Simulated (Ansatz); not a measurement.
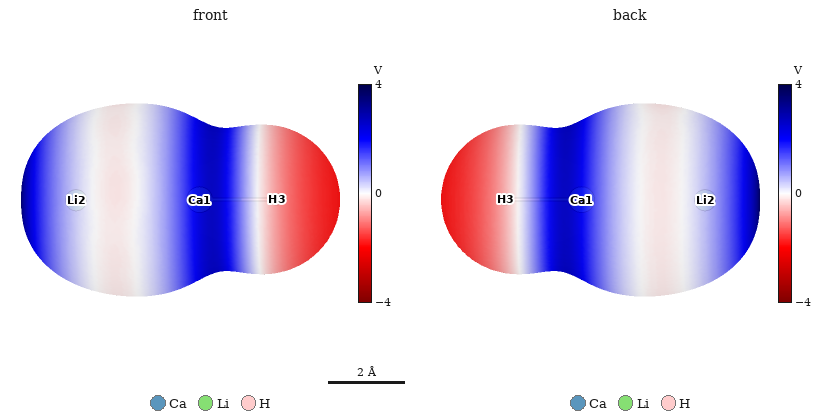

Figure. CaHLi. The electrostatic potential painted on the density surface at 0.001 e/bohr³, seen from the front and from behind; the colour scale runs from red (negative) to blue (positive).

Geometry: B3LYP-D3(BJ)/6-311G**.

Theory: isolated molecule in a Gaussian basis; Kohn-Sham density functional theory, functional PBE0 in Ansatz.

### Which sites attract a positive test charge, and which a negative one?

A positive charge is drawn to the negative regions and a negative charge to the positive ones. The most negative region (about −1.9 V) lies over H3, the most positive (about +3.6 V) over Li2.

### How polar is the molecule by this calculation?

Its dipole moment is 4.31 D.
